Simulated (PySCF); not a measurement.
Consider C7H15F ((CH3CH2)3CF).

```yaml
atoms:
  - { symbol: C, position_ang: [-1.1432, 2.4282, 0.1321] }
  - { symbol: C, position_ang: [0.1337, 1.6030, 0.1056] }
  - { symbol: C, position_ang: [-0.0198, 0.1930, -0.4638] }
  - { symbol: F, position_ang: [-0.5467, 0.3358, -1.7550] }
  - { symbol: C, position_ang: [1.3357, -0.4854, -0.6561] }
  - { symbol: C, position_ang: [2.0802, -0.8512, 0.6174] }
  - { symbol: C, position_ang: [-1.0187, -0.6496, 0.3268] }
  - { symbol: C, position_ang: [-1.2418, -2.0491, -0.2231] }
  - { symbol: H, position_ang: [-0.9269, 3.4695, 0.4129] }
  - { symbol: H, position_ang: [-1.6159, 2.4350, -0.8608] }
  - { symbol: H, position_ang: [-1.8774, 2.0421, 0.8551] }
  - { symbol: H, position_ang: [0.8878, 2.1191, -0.5117] }
  - { symbol: H, position_ang: [0.5619, 1.5282, 1.1185] }
  - { symbol: H, position_ang: [1.9493, 0.1887, -1.2759] }
  - { symbol: H, position_ang: [1.1697, -1.3860, -1.2679] }
  - { symbol: H, position_ang: [1.5148, -1.5682, 1.2325] }
  - { symbol: H, position_ang: [3.0471, -1.3183, 0.3792] }
  - { symbol: H, position_ang: [2.2903, 0.0301, 1.2424] }
  - { symbol: H, position_ang: [-0.6891, -0.6914, 1.3784] }
  - { symbol: H, position_ang: [-1.9762, -0.1060, 0.3285] }
  - { symbol: H, position_ang: [-0.3529, -2.6891, -0.1124] }
  - { symbol: H, position_ang: [-2.0714, -2.5472, 0.3001] }
  - { symbol: H, position_ang: [-1.4950, -2.0043, -1.2927] }
```

Geometry: PBE0-D3(BJ)/def2-SVP.

Theory: wB97X-D/pcSseg-1, SCF density, in a chloroform solvent model, non-relativistic in PySCF 2.14.0.

Question: Predict the electron density and electron localisation function between the atoms.

Answer: C–C (1.53 Å): ρ is about 1.7 e/Å³ halfway; the ELF peaks at about 0.95 between the atoms (localised, covalent bonding).
C–H (1.10 Å): ρ at the midpoint is about 1.9 e/Å³; the ELF climbs to about 1 towards the hydrogen, as it does in any bond to H: a covalent bond by its length.

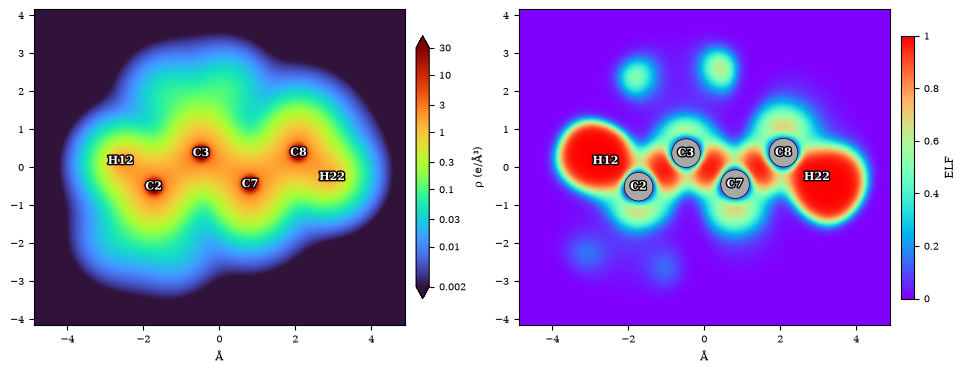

Computed electron density and electron localisation function on the plane of atoms C2, C3 and C7, in this order. Grey discs cover the atomic cores in the ELF map. 
